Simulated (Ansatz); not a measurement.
# Al3As: the cost of one run

Computed with Ansatz 0.2.0 (DFT PBE, scalar-relativistic, plane waves, PAW, unless a step's input says otherwise).

### 1 The system as given

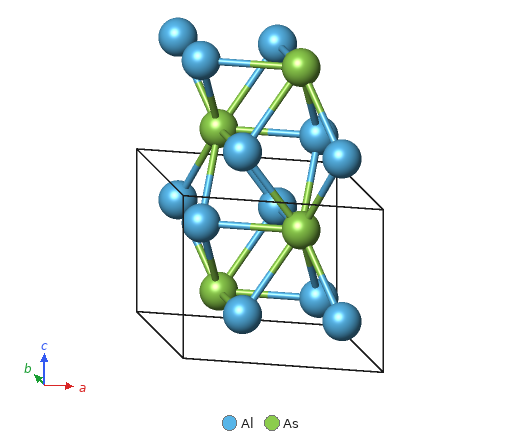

The starting structure, seen slightly off an axis (aluminium blue, arsenic green). 1×1×2 cells are drawn.

Coordinates:

```cif
data_structure
_symmetry_space_group_name_H-M 'P 1'
_symmetry_Int_Tables_number 1
_cell_length_a 5.7198
_cell_length_b 5.7198
_cell_length_c 4.5662
_cell_angle_alpha 90.000
_cell_angle_beta 90.000
_cell_angle_gamma 120.000
_cell_volume 129.37
loop_
_atom_site_label
_atom_site_type_symbol
_atom_site_fract_x
_atom_site_fract_y
_atom_site_fract_z
_atom_site_occupancy
Al1 Al 0.16747 0.33494 0.75000 1
Al2 Al 0.66506 0.83253 0.75000 1
Al3 Al 0.16747 0.83253 0.75000 1
Al4 Al 0.83253 0.66506 0.25000 1
Al5 Al 0.33494 0.16747 0.25000 1
Al6 Al 0.83253 0.16747 0.25000 1
As1 As 0.66667 0.33333 0.75000 1
As2 As 0.33333 0.66667 0.25000 1
```

A structure generator made this guess: species swapped into a database cell of Co3Si (P6_3/mmc, No. 194), with Al on the Co sites and As on the Si sites. The dimensions are guesses.

### 2 The guess as it stands, on a coarse mesh

File input.yaml:

```yaml
crystal:
  lattice:
    - [5.71977204, 0.0, 0.0]
    - [-2.85988602, 4.95346789, 0.0]
    - [0.0, 0.0, 4.5661834]
  atoms:
    - { symbol: Al, position: [0.167472, 0.33494401, 0.75] }
    - { symbol: Al, position: [0.66505599, 0.832528, 0.75] }
    - { symbol: Al, position: [0.167472, 0.832528, 0.75] }
    - { symbol: Al, position: [0.832528, 0.66505599, 0.25] }
    - { symbol: Al, position: [0.33494401, 0.167472, 0.25] }
    - { symbol: Al, position: [0.832528, 0.167472, 0.25] }
    - { symbol: As, position: [0.66666667, 0.33333333, 0.75] }
    - { symbol: As, position: [0.33333333, 0.66666667, 0.25] }
basis:
  ecutwfc: 420
kpoints:
  mp_grid: { grid: [6, 6, 4] }
hamiltonian:
  xc: pbe
scf:
  occupations: { method: gaussian, width: 0.1 }
  lower_state_search: "off"
output:
  forces: true
  stress: true
  eigenvalues: true
```

Command:

```
$ ansatz run input.yaml --threads 1 --pin off --max-ram 2560MiB --backend cpu --events-out ev --progress --plain --runs-dir out
```

What time and memory should one allow on 1 thread of Arm Neoverse V2, shared host?

About 4.7 s, with a peak of 0.38 GiB.
